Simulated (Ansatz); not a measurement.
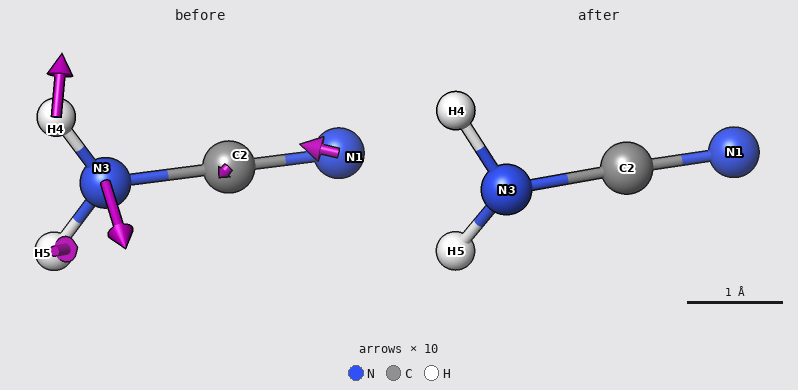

The structure of CH2N2 (coarse preliminary run) before (left) and after (right) a relaxation, at one scale. The purple arrows give the displacements, 10 times their true length.

Style: ball-and-stick. Shown at a tilt.

The start comes from a force field.

Theory: RKS PBE-D4/def2-SVP in Ansatz 0.2.0. Settings: force threshold 0.03 eV/Å; at most 200 steps.

Summarise the run.

After 5 geometry steps the energy has fallen by 28.0 kJ/mol. Largest force component: 4.9 eV/Å at the start, 0.012 eV/Å at the end. N3 moves most after the best rigid fit: 0.092 Å. Largest moves by element: N 0.092 Å, H 0.070 Å, C 0.016 Å. Some distances before and after: N3–H4 0.928 → 1.024 Å, N1–C2 1.203 → 1.177 Å, C2–N3 1.352 → 1.344 Å. Among the angles between lasting bonds that change: C2–N3–H4 122.4° → 115.6°, C2–N3–H5 118.2° → 115.6°, N1–C2–N3 179.2° → 177.0°. The run took 3.4 s on 2 threads of Arm Neoverse V1 (shared host).
